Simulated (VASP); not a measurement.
Band structure of Hf (hcp). Calculation: PBE GGA, VASP's PBE PAW potentials (set 64) (plane waves; VASP 6.6.1).

Unless said otherwise, spin-orbit coupling is left out, though it shifts the bands of the heavy elements here.

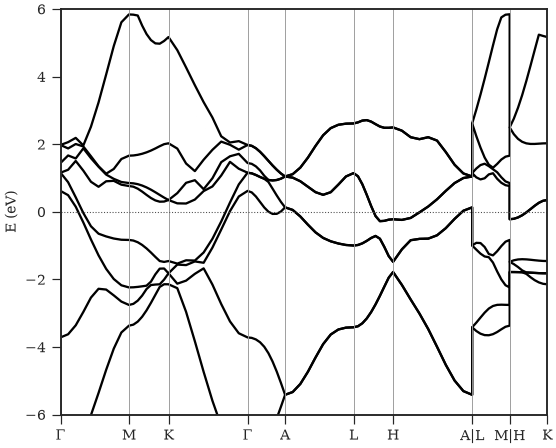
Fig. 1. Bands along high-symmetry lines, zero at the valence-band maximum or, without a gap, the Fermi level

Question: Read the plot: is there a gap, and where are the band edges?

Answer: It has no gap at this level: it comes out as a metal or semimetal. (Edges off the drawn lines would not show.)

The compound is Hf in the hcp structure. It was relaxed first.
